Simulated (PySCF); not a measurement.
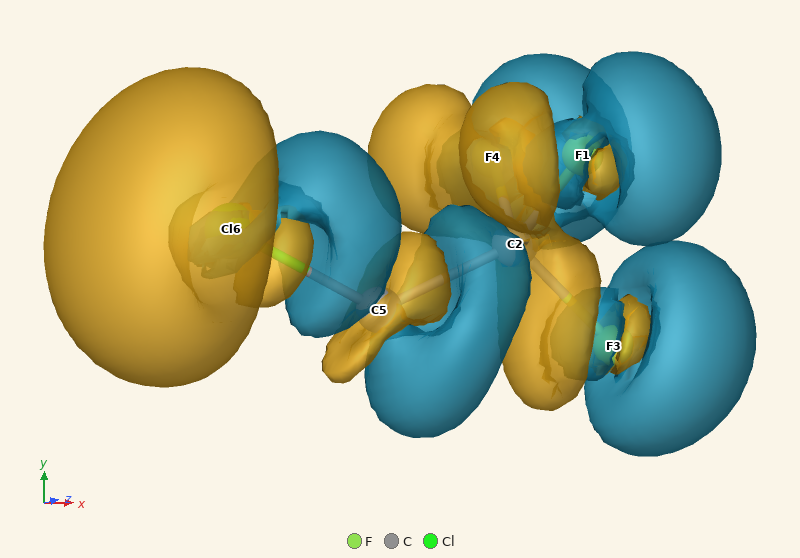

Figure 1: C$_{2}$ClF$_{3}$, triplet, SMILES `FC(F)(F)[C]Cl`. Change of the electron density in a uniform field of 0.21 V/Å, surfaces at ±0.001 e/Å³ (yellow: gain, teal: loss).

Level of theory: TPSS/def2-SVPD (PySCF), at a geometry from GFN2-xTB. No frequency check shows the geometry to be a minimum. The stability of the open-shell solution wasn't checked. GFN2-xTB bond lengths at metals and heavier atoms can be off by up to 0.1 Å and shapes distorted, which carries into these values. This spin state may not be the molecule's ground state. GFN2-xTB doesn't know the spin state, so this open-shell geometry is rough.

Geometry (Å), atoms numbered from 1:

```
F1       0.9661    0.6804    1.1127
C2       0.7607   -0.0643   -0.0031
F3       1.7470   -0.9574   -0.0512
F4       0.9644    0.7949   -1.0352
C5      -0.5562   -0.6948   -0.0358
Cl6     -2.0191   -0.0062   -0.0003
```

The field was applied in both directions; the picture shows the one opposite to the script's first.

Along which Cartesian direction does the field point?

Answer. Along +x: electrons gather on the −x side, against the field.

What dipole is induced, and what polarisability does it imply?

Answer. The induced dipole is 0.56 D (along the field); α along this axis, from the fields in both directions, is 55 bohr³ (8.1 Å³).
